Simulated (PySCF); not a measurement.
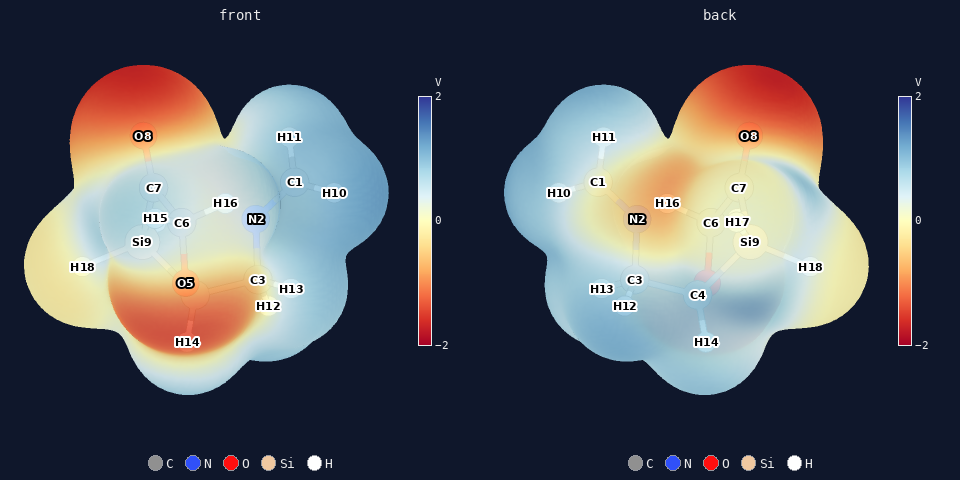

Figure 1: C$_{5}$H$_{9}$NO$_{2}$Si. The molecular electrostatic potential painted on the density surface at 0.002 e/bohr³, seen from the front and from behind; red is negative and blue positive.

Geometry: GFN2-xTB.

All numbers below come from PBE0/pcSseg-1, SCF density, gas phase, non-relativistic in PySCF 2.14.0.

```xyz
18

C     2.0739    0.6121   -0.6421
N     1.2701   -0.2987   -0.3421
C     1.0855   -0.7632    0.9987
C    -0.4269   -0.9135    1.1780
O    -1.0446    0.2802    1.6523
C    -1.1201    1.2963    0.6838
C    -1.3102    0.7352   -0.7160
O    -1.4587    1.4335   -1.6866
Si   -1.1886   -1.1731   -0.5613
H     2.7201    1.1205    0.0799
H     2.1391    0.9253   -1.6734
H     1.5392   -1.7563    1.0617
H     1.5403   -0.1136    1.7603
H    -0.6537   -1.6531    1.9446
H    -1.9677    1.9345    0.9503
H    -0.2151    1.9225    0.6860
H    -0.4385   -1.8923   -1.5697
H    -2.5529   -1.6901   -0.3759
```

> Which sites attract a positive test charge, and which a negative one?

A positive charge is drawn to the negative regions and a negative charge to the positive ones. The most negative region (about −1.7 V) lies over O8, the most positive (about +1.3 V) over H10. O8 is the likeliest acceptor of a hydrogen bond.
